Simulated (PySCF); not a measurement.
# C₂H₁₀BN: NMR shifts at several levels of theory

Aim: compute the NMR shifts of C₂H₁₀BN (`[BH3-][NH2+]CC`) at several levels, and see how far they spread and what each costs.

The runs use PySCF 2.14.0, with density-fitted response routines of our own; the level of theory stands in each step. All values are computed, except where a source is named. Atoms count from 0, in the outputs and in this text.

### 1 Starting geometry

14 atoms, charge 0, multiplicity 1; geometry from: PBE0-D3(BJ)/def2-SVP.

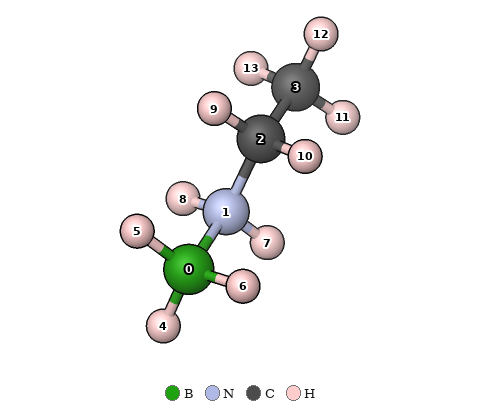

As it starts; boron green, nitrogen light blue, carbon dark grey, hydrogen pink, atoms numbered; sticks join atoms by distance.

### 2 Shielding tensors: PBE0/pcSseg-2

What the job is given:

```
{"job": {"kind": "nmr", "xc": "PBE0", "basis": "pcSseg-2", "pop": false}, "charge": 0, "multiplicity": 1}
B      2.044149    -0.388998    -0.051332
N      0.531644     0.116346    -0.371079
C     -0.515612    -0.457996     0.487544
C     -1.905739     0.048508     0.164790
H      2.761521     0.194282    -0.856337
H      2.029765    -1.603935    -0.216003
H      2.265260    -0.065513     1.110801
H      0.516174     1.135823    -0.300654
H      0.330166    -0.095162    -1.350285
H     -0.444267    -1.549847     0.379182
H     -0.228946    -0.230719     1.524445
H     -1.979893     1.141332     0.285626
H     -2.644940    -0.407450     0.839251
H     -2.202387    -0.201954    -0.866535
```

With the program's defaults for keys left out, this is: GIAO PBE0/pcSseg-2 NMR shielding, non-relativistic, gas phase.

The run is started by

```console
> OMP_NUM_THREADS=1 python probes_run.py task.json out
```

This one command runs all jobs of the session in turn.

What it wrote:

```text
coarse grid: 10520 points
cycle   1  E = -161.6340592132  dE =  6.764e-02  |g| = 3.997e-01  |ddm| = 2.156e+00
cycle   2  E = -161.6508378406  dE = -1.678e-02  |g| = 3.417e-01  |ddm| = 8.356e-01
cycle   3  E = -161.6860679579  dE = -3.523e-02  |g| = 2.978e-02  |ddm| = 3.495e-01
cycle   4  E = -161.6862486449  dE = -1.807e-04  |g| = 1.359e-02  |ddm| = 3.700e-02
cycle   5  E = -161.6862916301  dE = -4.299e-05  |g| = 3.431e-03  |ddm| = 1.087e-02
cycle   6  E = -161.6862944853  dE = -2.855e-06  |g| = 9.026e-04  |ddm| = 2.726e-03
final grid: 98336 points
cycle   7  E = -161.6905946115  dE = -1.004e-04  |g| = 7.806e-03  |ddm| = 4.476e-02
cycle   8  E = -161.6905892390  dE =  5.373e-06  |g| = 9.250e-03  |ddm| = 1.041e-02
cycle   9  E = -161.6906095371  dE = -2.030e-05  |g| = 8.099e-04  |ddm| = 5.607e-03
cycle  10  E = -161.6906096652  dE = -1.281e-07  |g| = 2.655e-04  |ddm| = 6.087e-04
cycle  11  E = -161.6906096798  dE = -1.455e-08  |g| = 6.162e-05  |ddm| = 1.595e-04
cycle  12  E = -161.6906096807  dE = -8.703e-10  |g| = 1.411e-05  |ddm| = 4.881e-05
converged SCF energy = -161.6906096807

GIAO shielding tensors (ppm)
atom      isotropic    diamagn.    paramagn.     s11        s22        s33       span
  0 B      121.309     184.515     -63.206    106.078    108.682    149.167     43.090
  1 N      195.254     312.412    -117.157    183.777    188.638    213.349     29.572
  2 C      136.148     242.992    -106.843    108.201    130.254    169.990     61.788
  3 C      166.089     240.449     -74.360    151.846    161.362    185.059     33.212
  4 H       29.133      28.586       0.547     26.483     27.356     33.561      7.078
  5 H       29.331      29.048       0.282     26.965     27.539     33.487      6.522
  6 H       29.330      29.135       0.195     26.963     27.551     33.476      6.513
  7 H       28.573      32.390      -3.817     22.112     27.088     36.519     14.407
  8 H       28.545      32.102      -3.557     22.119     27.018     36.498     14.379
  9 H       28.462      30.824      -2.362     23.807     29.098     32.481      8.674
 10 H       28.461      30.996      -2.535     23.766     29.139     32.478      8.712
 11 H       30.265      29.630       0.635     26.587     28.335     35.872      9.285
 12 H       29.936      27.611       2.325     25.779     27.139     36.890     11.111
 13 H       30.251      29.437       0.814     26.573     28.303     35.877      9.304
```

Wall time 41 s (1 thread of Intel Xeon Platinum 8259CL at 2.50GHz, shared host); peak memory 1.1 GiB.

Shifts follow as δ = σ(reference) − σ, with reference shieldings (ppm) from runs at the same level and on the same kind of geometry: 1H TMS 31.25, 13C TMS 184.1, 15N NH3 261.7, 11B BF3·OEt2 99.1. The references are single molecules in the gas phase, so shifts against H2O, NH3, PH3, H3PO4 or CFCl3 are not on the usual liquid scales and can be off by tens of ppm. Atoms listed in one row are averaged.

```csv
atoms,environment,σ (ppm),δ (ppm)
C2,sp3 CH2 bonded to N,136.1,48.0
C3,methyl carbon,166.1,18.0
"H9, H10",hydrogen on an sp3 CH2 bonded to N,28.46,2.78
"H7, H8",hydrogen on a donor nitrogen of a Lewis adduct,28.56,2.69
"H4, H5, H6",hydrogen on a boron bonded to N,29.26,1.98
"H11, H12, H13",hydrogen on a methyl carbon,30.15,1.09
B0,"boron bonded to N, 3 H",121.3,-22.2
N1,donor nitrogen of a Lewis adduct,195.3,66.4
```

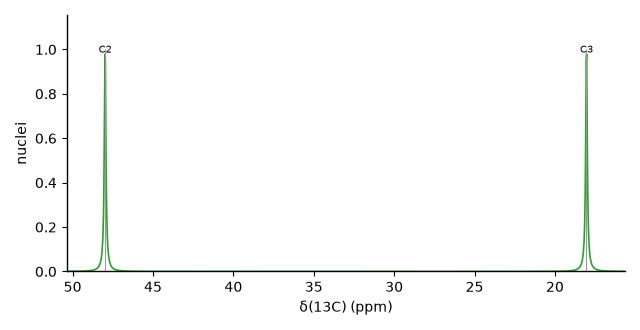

13C lines at the computed shifts, without couplings. Lines are broadened to a width of 0.12 ppm (Lorentzian).

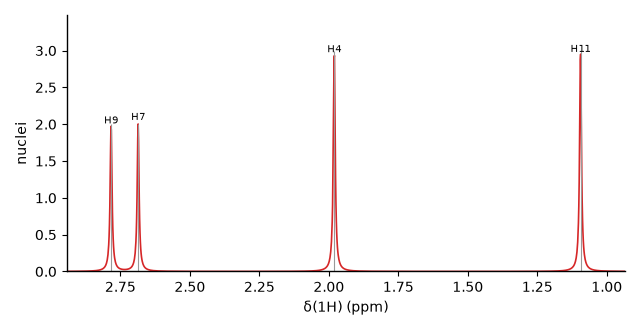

1H lines at the computed shifts, without couplings. Lines are broadened to a width of 0.01 ppm (Lorentzian).

### 3 Shielding tensors: mPW1PW91/pcSseg-2

The job, as its differences from that of step 2:

```diff
@@ -1,2 +1,2 @@
-{"job": {"kind": "nmr", "xc": "PBE0", "basis": "pcSseg-2", "pop": false}, "charge": 0, "multiplicity": 1}
+{"job": {"kind": "nmr", "xc": "mPW1PW91", "basis": "pcSseg-2", "pop": false}, "charge": 0, "multiplicity": 1}
 B      2.044149    -0.388998    -0.051332
```

With the program's defaults for keys left out, this is: GIAO mPW1PW91/pcSseg-2 NMR shielding, non-relativistic, gas phase.

What it wrote:

```text
coarse grid: 10520 points
cycle   1  E = -161.8052890858  dE =  6.550e-02  |g| = 3.990e-01  |ddm| = 2.146e+00
cycle   2  E = -161.8227913387  dE = -1.750e-02  |g| = 3.370e-01  |ddm| = 8.099e-01
cycle   3  E = -161.8569790423  dE = -3.419e-02  |g| = 2.963e-02  |ddm| = 3.342e-01
cycle   4  E = -161.8571659624  dE = -1.869e-04  |g| = 1.306e-02  |ddm| = 3.664e-02
cycle   5  E = -161.8572066533  dE = -4.069e-05  |g| = 3.313e-03  |ddm| = 1.071e-02
cycle   6  E = -161.8572093943  dE = -2.741e-06  |g| = 7.469e-04  |ddm| = 2.565e-03
final grid: 98336 points
cycle   7  E = -161.8615522971  dE = -9.763e-05  |g| = 6.165e-03  |ddm| = 4.367e-02
cycle   8  E = -161.8615494288  dE =  2.868e-06  |g| = 7.153e-03  |ddm| = 8.209e-03
cycle   9  E = -161.8615615954  dE = -1.217e-05  |g| = 6.812e-04  |ddm| = 4.363e-03
cycle  10  E = -161.8615616791  dE = -8.369e-08  |g| = 2.651e-04  |ddm| = 5.203e-04
cycle  11  E = -161.8615616939  dE = -1.487e-08  |g| = 5.531e-05  |ddm| = 1.590e-04
cycle  12  E = -161.8615616946  dE = -6.830e-10  |g| = 1.243e-05  |ddm| = 4.111e-05
converged SCF energy = -161.8615616946

GIAO shielding tensors (ppm)
atom      isotropic    diamagn.    paramagn.     s11        s22        s33       span
  0 B      121.056     184.710     -63.653    106.047    108.605    148.517     42.470
  1 N      194.936     312.541    -117.604    183.266    188.782    212.761     29.495
  2 C      135.565     243.150    -107.585    107.771    129.682    169.244     61.473
  3 C      165.391     240.897     -75.506    151.321    160.656    184.197     32.876
  4 H       29.212      28.656       0.556     26.566     27.444     33.627      7.060
  5 H       29.405      29.160       0.246     27.045     27.621     33.549      6.504
  6 H       29.405      29.249       0.155     27.043     27.633     33.538      6.495
  7 H       28.632      32.454      -3.822     22.201     27.131     36.565     14.364
  8 H       28.605      32.168      -3.563     22.209     27.061     36.544     14.335
  9 H       28.512      30.840      -2.328     23.866     29.146     32.525      8.659
 10 H       28.511      31.017      -2.506     23.825     29.187     32.521      8.696
 11 H       30.311      29.683       0.628     26.645     28.399     35.888      9.243
 12 H       29.991      27.628       2.363     25.860     27.205     36.909     11.049
 13 H       30.297      29.487       0.810     26.632     28.367     35.893      9.261
```

Wall time 40 s (1 thread of Intel Xeon Platinum 8259CL at 2.50GHz, shared host); peak memory 1.1 GiB.

In short: δ C2 48.0, C3 18.1, B0 -21.9, N1 65.5, H9 2.78, H7 2.67 ppm (means over like atoms).

### 4 Shielding tensors: WP04/pcSseg-2

The job, as its differences from that of step 3:

```diff
@@ -1,2 +1,2 @@
-{"job": {"kind": "nmr", "xc": "mPW1PW91", "basis": "pcSseg-2", "pop": false}, "charge": 0, "multiplicity": 1}
+{"job": {"kind": "nmr", "xc": "WP04", "basis": "pcSseg-2", "pop": false}, "charge": 0, "multiplicity": 1}
 B      2.044149    -0.388998    -0.051332
```

Method: GIAO WP04/pcSseg-2 NMR shielding, non-relativistic, gas phase.

What it wrote:

```text
coarse grid: 10520 points
cycle   1  E = -166.1826132154  dE = -2.718e-02  |g| = 5.773e-01  |ddm| = 2.084e+00
cycle   2  E = -166.1722660093  dE =  1.035e-02  |g| = 6.240e-01  |ddm| = 1.034e+00
cycle   3  E = -166.2780440193  dE = -1.058e-01  |g| = 8.235e-02  |ddm| = 5.109e-01
cycle   4  E = -166.2794312796  dE = -1.387e-03  |g| = 3.517e-02  |ddm| = 7.728e-02
cycle   5  E = -166.2796854917  dE = -2.542e-04  |g| = 7.379e-03  |ddm| = 2.018e-02
cycle   6  E = -166.2796959318  dE = -1.044e-05  |g| = 2.792e-03  |ddm| = 6.224e-03
cycle   7  E = -166.2796978966  dE = -1.965e-06  |g| = 2.977e-04  |ddm| = 1.953e-03
final grid: 98336 points
cycle   8  E = -166.2909836527  dE = -1.781e-04  |g| = 8.356e-03  |ddm| = 6.027e-02
cycle   9  E = -166.2909729742  dE =  1.068e-05  |g| = 1.064e-02  |ddm| = 1.106e-02
cycle  10  E = -166.2909999226  dE = -2.695e-05  |g| = 9.777e-04  |ddm| = 6.440e-03
cycle  11  E = -166.2910000527  dE = -1.301e-07  |g| = 5.439e-04  |ddm| = 7.498e-04
cycle  12  E = -166.2910001139  dE = -6.122e-08  |g| = 1.104e-04  |ddm| = 3.049e-04
cycle  13  E = -166.2910001165  dE = -2.585e-09  |g| = 2.364e-05  |ddm| = 7.614e-05
cycle  14  E = -166.2910001167  dE = -1.613e-10  |g| = 2.807e-06  |ddm| = 2.075e-05
converged SCF energy = -166.2910001167

GIAO shielding tensors (ppm)
atom      isotropic    diamagn.    paramagn.     s11        s22        s33       span
  0 B      112.238     183.432     -71.194     98.631    100.820    137.263     38.632
  1 N      182.500     313.074    -130.574    170.372    176.894    200.234     29.862
  2 C      122.404     242.607    -120.203     94.687    116.526    155.999     61.312
  3 C      152.995     240.848     -87.853    139.784    147.789    171.413     31.628
  4 H       29.983      29.242       0.741     27.565     28.277     34.107      6.542
  5 H       30.143      29.867       0.276     27.950     28.400     34.078      6.128
  6 H       30.141      29.987       0.154     27.946     28.411     34.067      6.121
  7 H       28.855      32.640      -3.785     22.904     27.265     36.396     13.492
  8 H       28.832      32.348      -3.516     22.915     27.202     36.378     13.463
  9 H       28.848      31.276      -2.428     24.485     29.460     32.599      8.114
 10 H       28.844      31.489      -2.645     24.444     29.496     32.592      8.148
 11 H       30.595      30.344       0.251     27.196     28.848     35.739      8.543
 12 H       30.325      28.176       2.149     26.539     27.710     36.726     10.187
 13 H       30.583      30.122       0.461     27.186     28.819     35.744      8.558
```

It took 44 s on 1 thread of Intel Xeon Platinum 8259CL at 2.50GHz, shared host; peak memory 1.1 GiB.

In short: δ C2 49.7, C3 19.1, B0 -18.0, N1 62.2, H7 2.77, H9 2.76 ppm (means over like atoms).

### 5 Shielding tensors: B97-2/pcSseg-2

The job, as its differences from that of step 4:

```diff
@@ -1,2 +1,2 @@
-{"job": {"kind": "nmr", "xc": "WP04", "basis": "pcSseg-2", "pop": false}, "charge": 0, "multiplicity": 1}
+{"job": {"kind": "nmr", "xc": "B97-2", "basis": "pcSseg-2", "pop": false}, "charge": 0, "multiplicity": 1}
 B      2.044149    -0.388998    -0.051332
```

With the program's defaults for keys left out, this is: GIAO B97-2/pcSseg-2 NMR shielding, non-relativistic, gas phase.

What it wrote:

```text
coarse grid: 10520 points
cycle   1  E = -161.7850203304  dE =  4.325e-02  |g| = 4.006e-01  |ddm| = 2.162e+00
cycle   2  E = -161.8003191971  dE = -1.530e-02  |g| = 3.511e-01  |ddm| = 8.371e-01
cycle   3  E = -161.8378259625  dE = -3.751e-02  |g| = 3.009e-02  |ddm| = 3.581e-01
cycle   4  E = -161.8380296918  dE = -2.037e-04  |g| = 1.319e-02  |ddm| = 4.043e-02
cycle   5  E = -161.8380730692  dE = -4.338e-05  |g| = 3.371e-03  |ddm| = 1.137e-02
cycle   6  E = -161.8380759184  dE = -2.849e-06  |g| = 4.036e-04  |ddm| = 2.490e-03
final grid: 98336 points
cycle   7  E = -161.8400873167  dE = -1.182e-04  |g| = 3.564e-03  |ddm| = 5.149e-02
cycle   8  E = -161.8400879481  dE = -6.313e-07  |g| = 3.044e-03  |ddm| = 5.365e-03
cycle   9  E = -161.8400906473  dE = -2.699e-06  |g| = 3.753e-04  |ddm| = 2.610e-03
cycle  10  E = -161.8400906710  dE = -2.375e-08  |g| = 2.149e-04  |ddm| = 3.442e-04
cycle  11  E = -161.8400906811  dE = -1.012e-08  |g| = 3.264e-05  |ddm| = 1.336e-04
cycle  12  E = -161.8400906814  dE = -2.107e-10  |g| = 1.012e-05  |ddm| = 2.437e-05
converged SCF energy = -161.8400906814

GIAO shielding tensors (ppm)
atom      isotropic    diamagn.    paramagn.     s11        s22        s33       span
  0 B      121.184     184.764     -63.580    106.476    108.913    148.164     41.688
  1 N      194.182     312.890    -118.708    182.608    187.934    212.005     29.397
  2 C      135.513     243.764    -108.251    108.062    129.753    168.725     60.663
  3 C      165.087     240.991     -75.904    151.250    160.200    183.810     32.559
  4 H       29.290      28.739       0.551     26.679     27.529     33.662      6.983
  5 H       29.487      29.278       0.209     27.156     27.700     33.604      6.449
  6 H       29.486      29.383       0.103     27.153     27.712     33.593      6.440
  7 H       28.687      32.632      -3.945     22.341     27.189     36.531     14.190
  8 H       28.660      32.319      -3.659     22.349     27.119     36.511     14.161
  9 H       28.573      31.034      -2.460     23.985     29.209     32.526      8.541
 10 H       28.572      31.242      -2.669     23.944     29.249     32.523      8.579
 11 H       30.365      29.817       0.547     26.755     28.472     35.867      9.112
 12 H       30.040      27.572       2.468     25.961     27.287     36.871     10.910
 13 H       30.351      29.596       0.756     26.742     28.440     35.872      9.131
```

Run time: 40 s. Hardware: 1 thread of Intel Xeon Platinum 8259CL at 2.50GHz, shared host; peak memory 1.1 GiB.

In short: δ C2 47.9, C3 18.4, B0 -21.1, N1 65.4, H9 2.79, H7 2.69 ppm (means over like atoms).

### 6 Shielding tensors: BHandHLYP/pcSseg-2

The job, as its differences from that of step 5:

```diff
@@ -1,2 +1,2 @@
-{"job": {"kind": "nmr", "xc": "B97-2", "basis": "pcSseg-2", "pop": false}, "charge": 0, "multiplicity": 1}
+{"job": {"kind": "nmr", "xc": "BHandHLYP", "basis": "pcSseg-2", "pop": false}, "charge": 0, "multiplicity": 1}
 B      2.044149    -0.388998    -0.051332
```

Level: GIAO BHandHLYP/pcSseg-2 NMR shielding, non-relativistic, gas phase.

What it wrote:

```text
coarse grid: 10520 points
cycle   1  E = -161.7455337089  dE =  1.678e-01  |g| = 3.472e-01  |ddm| = 2.133e+00
cycle   2  E = -161.7756407127  dE = -3.011e-02  |g| = 1.923e-01  |ddm| = 6.277e-01
cycle   3  E = -161.7856196635  dE = -9.979e-03  |g| = 3.891e-02  |ddm| = 1.879e-01
cycle   4  E = -161.7859168556  dE = -2.972e-04  |g| = 1.630e-02  |ddm| = 3.020e-02
cycle   5  E = -161.7859727150  dE = -5.586e-05  |g| = 2.955e-03  |ddm| = 1.116e-02
cycle   6  E = -161.7859748421  dE = -2.127e-06  |g| = 6.376e-04  |ddm| = 2.308e-03
final grid: 98336 points
cycle   7  E = -161.7925224174  dE = -4.420e-05  |g| = 3.046e-03  |ddm| = 2.880e-02
cycle   8  E = -161.7925229602  dE = -5.429e-07  |g| = 2.552e-03  |ddm| = 3.635e-03
cycle   9  E = -161.7925243845  dE = -1.424e-06  |g| = 2.669e-04  |ddm| = 1.502e-03
cycle  10  E = -161.7925243964  dE = -1.196e-08  |g| = 1.283e-04  |ddm| = 2.438e-04
cycle  11  E = -161.7925244000  dE = -3.574e-09  |g| = 1.713e-05  |ddm| = 7.780e-05
cycle  12  E = -161.7925244001  dE = -7.645e-11  |g| = 3.492e-06  |ddm| = 1.583e-05
converged SCF energy = -161.7925244001

GIAO shielding tensors (ppm)
atom      isotropic    diamagn.    paramagn.     s11        s22        s33       span
  0 B      122.362     181.415     -59.054    108.096    110.616    148.373     40.278
  1 N      197.402     312.155    -114.753    185.911    192.363    213.931     28.020
  2 C      137.463     240.151    -102.687    110.943    131.790    169.657     58.715
  3 C      165.768     237.215     -71.447    151.622    161.239    184.443     32.821
  4 H       29.444      28.617       0.827     26.762     27.717     33.853      7.090
  5 H       29.621      28.984       0.637     27.204     27.911     33.748      6.544
  6 H       29.620      29.054       0.565     27.201     27.922     33.736      6.536
  7 H       28.871      32.506      -3.635     22.486     27.185     36.943     14.457
  8 H       28.846      32.231      -3.385     22.496     27.116     36.924     14.429
  9 H       28.684      30.656      -1.972     23.968     29.233     32.851      8.884
 10 H       28.682      30.798      -2.116     23.926     29.274     32.845      8.919
 11 H       30.411      29.560       0.851     26.722     28.493     36.018      9.296
 12 H       30.104      27.837       2.268     25.977     27.293     37.042     11.065
 13 H       30.397      29.398       0.999     26.709     28.461     36.022      9.313
```

Run time: 51 s. Hardware: 1 thread of Intel Xeon Platinum 8259CL at 2.50GHz, shared host; peak memory 1.1 GiB.

Key values: δ C2 46.8, C3 18.5, B0 -18.8, N1 62.4, H9 2.77, H7 2.59 ppm (means over like atoms).

### 7 Shielding tensors: CAM-B3LYP/pcSseg-2

The job, as its differences from that of step 6:

```diff
@@ -1,2 +1,2 @@
-{"job": {"kind": "nmr", "xc": "BHandHLYP", "basis": "pcSseg-2", "pop": false}, "charge": 0, "multiplicity": 1}
+{"job": {"kind": "nmr", "xc": "CAM-B3LYP", "basis": "pcSseg-2", "pop": false}, "charge": 0, "multiplicity": 1}
 B      2.044149    -0.388998    -0.051332
```

Level: GIAO CAM-B3LYP/pcSseg-2 NMR shielding, non-relativistic, gas phase.

What it wrote:

```text
coarse grid: 10520 points
cycle   1  E = -161.7580101149  dE =  1.659e-01  |g| = 3.400e-01  |ddm| = 2.137e+00
cycle   2  E = -161.7851849732  dE = -2.717e-02  |g| = 2.034e-01  |ddm| = 6.303e-01
cycle   3  E = -161.7963464911  dE = -1.116e-02  |g| = 3.351e-02  |ddm| = 1.842e-01
cycle   4  E = -161.7965635765  dE = -2.171e-04  |g| = 1.485e-02  |ddm| = 2.827e-02
cycle   5  E = -161.7966090620  dE = -4.549e-05  |g| = 3.495e-03  |ddm| = 1.053e-02
cycle   6  E = -161.7966117951  dE = -2.733e-06  |g| = 9.224e-04  |ddm| = 2.594e-03
final grid: 98336 points
cycle   7  E = -161.8060756678  dE = -7.327e-05  |g| = 4.401e-03  |ddm| = 3.032e-02
cycle   8  E = -161.8060761233  dE = -4.555e-07  |g| = 4.121e-03  |ddm| = 4.953e-03
cycle   9  E = -161.8060797315  dE = -3.608e-06  |g| = 3.804e-04  |ddm| = 2.249e-03
cycle  10  E = -161.8060797505  dE = -1.906e-08  |g| = 2.216e-04  |ddm| = 3.402e-04
cycle  11  E = -161.8060797609  dE = -1.042e-08  |g| = 2.323e-05  |ddm| = 1.277e-04
cycle  12  E = -161.8060797611  dE = -1.379e-10  |g| = 4.603e-06  |ddm| = 2.455e-05
converged SCF energy = -161.8060797611

GIAO shielding tensors (ppm)
atom      isotropic    diamagn.    paramagn.     s11        s22        s33       span
  0 B      119.889     181.180     -61.290    104.392    107.119    148.157     43.765
  1 N      194.048     310.266    -116.217    182.636    187.607    211.903     29.267
  2 C      134.281     239.141    -104.860    106.199    128.261    168.384     62.184
  3 C      164.356     236.580     -72.223    149.517    159.627    183.924     34.407
  4 H       29.252      28.486       0.767     26.630     27.483     33.643      7.013
  5 H       29.434      28.755       0.679     27.087     27.654     33.561      6.474
  6 H       29.433      28.793       0.639     27.084     27.666     33.549      6.465
  7 H       28.736      32.087      -3.351     22.421     27.245     36.543     14.122
  8 H       28.709      31.871      -3.162     22.428     27.175     36.522     14.094
  9 H       28.535      30.455      -1.920     23.897     29.198     32.509      8.612
 10 H       28.533      30.534      -2.001     23.856     29.240     32.504      8.648
 11 H       30.301      29.362       0.939     26.668     28.407     35.830      9.162
 12 H       29.982      28.072       1.909     25.884     27.226     36.835     10.951
 13 H       30.288      29.252       1.035     26.653     28.375     35.834      9.181
```

It took 72 s on 1 thread of Intel Xeon Platinum 8259CL at 2.50GHz, shared host; peak memory 1.2 GiB.

In short: δ C2 48.3, C3 18.2, B0 -22.0, N1 67.8, H9 2.80, H7 2.61 ppm (means over like atoms).

[end of part 1 of 2]
